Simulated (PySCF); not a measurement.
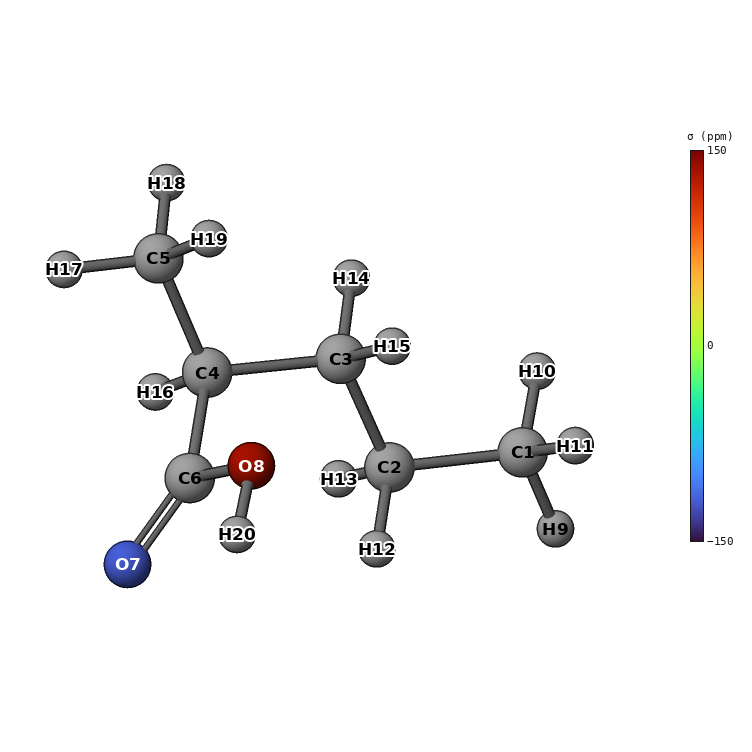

Atoms are coloured by their isotropic NMR shieldings (O only, the others grey). Geometry: an end point of a reaction path computed with GFN2-xTB. Properties computed with GIAO PBE0/pcSseg-1 NMR shielding, non-relativistic, gas phase (PySCF 2.14.0).

Give the isotropic NMR shieldings of the O atoms atom by atom.

```
atom  σ (ppm)
  O7   −118.5
  O8    135.7
```
